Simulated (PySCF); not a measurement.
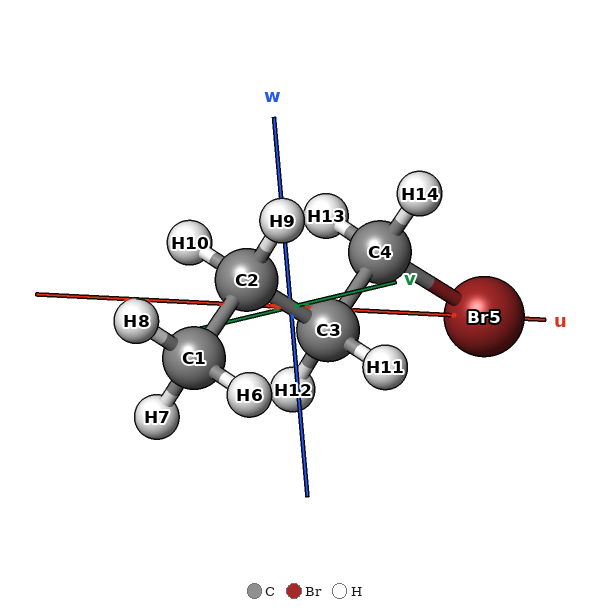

The lines u, v and w are the principal axes of the static dipole polarisability. The computed structure is the end point of a GFN2-xTB optimisation. No frequency run is at hand to confirm it as a minimum. Method: B3LYP/def2-SVPD (PySCF 2.14.0).

Along which axis is the molecule most polarisable, and along which least?

Most along u (close to the long direction C1···Br5), least along v.

Give the three principal values.

u 94.6, v 61.8, w 66.5 bohr³; mean 74.3, anisotropy 30.7 bohr³.

The geometry is semi-empirical. Around Br such bond lengths and angles can be off by a tenth of an ångström or more and by several degrees, and values that hang on the shape move with them.
